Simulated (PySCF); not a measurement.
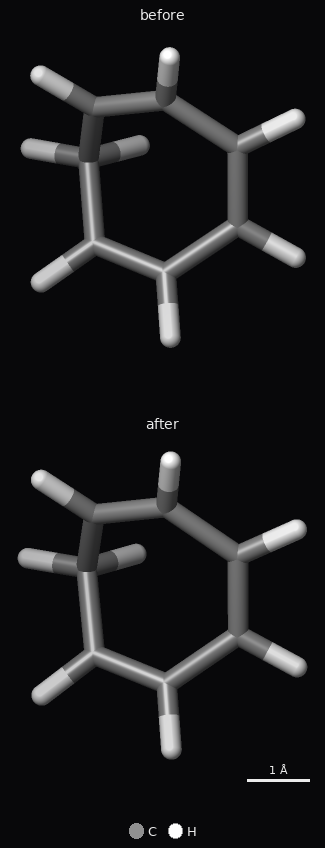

The structure of C7H8 before (top) and after (bottom) a relaxation, at one scale.

The picture is a stick view, seen at a tilt.

The start comes from GFN2-xTB.

Computed with PBE0-D3(BJ)/def2-SVP geometry optimisation, gas phase (PySCF). 

> Describe what moved and what it gained.

Over 4 geometry steps the energy falls by 1.45 kcal/mol. The atom that moves furthest after the best rigid fit is an H atom (0.085 Å). By element the largest moves are H 0.085 Å, C 0.040 Å. Near-neighbour distances that change, for instance: C–C 1.351 → 1.366 Å, C–H 1.081 → 1.095 Å, C–C 1.338 → 1.352 Å, C–H 1.094 → 1.106 Å. Among the angles between lasting bonds that change: C–C–C 103.9° → 107.2°.
